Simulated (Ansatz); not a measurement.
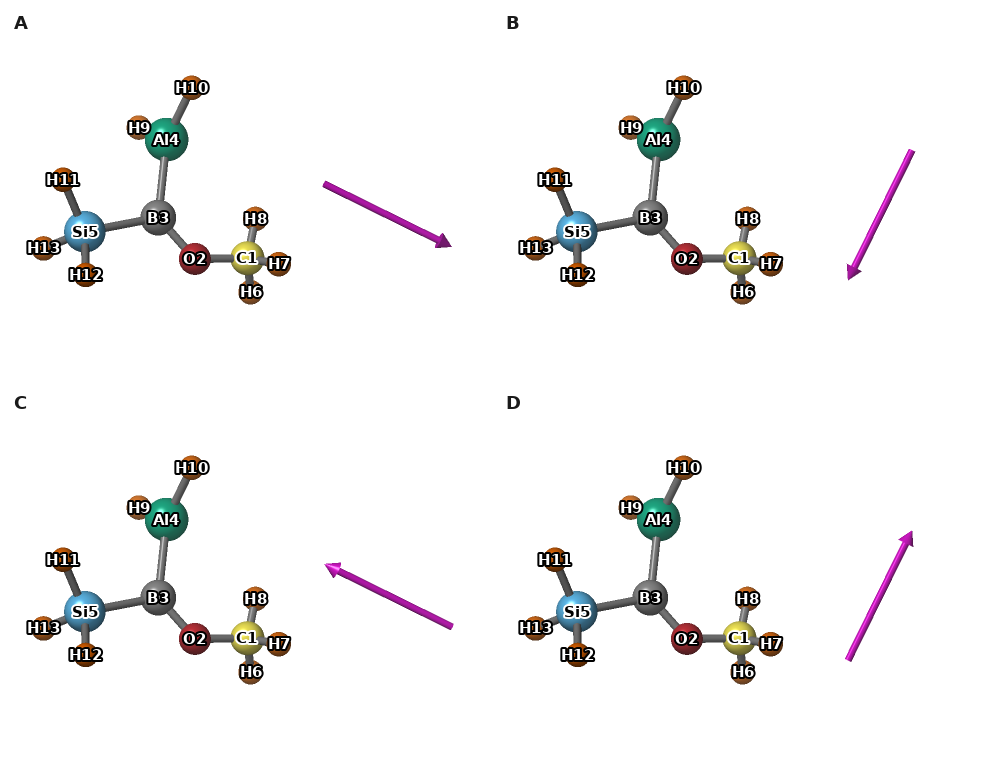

The same molecule four times, each with an arrow. The computed structure is the end point of a PBE-D4/def2-SVP optimisation. No frequency run is at hand to confirm it as a minimum. Level of theory: RKS PBE-D4/def2-SVP (Ansatz 0.2.0).

Question: Which arrow points along the dipole moment, from the negative to the positive end?

Answer: A. The dipole moment is 2.81 D; it points from the side of H11 to the side of H6, H7 (the outermost atoms at the two ends).
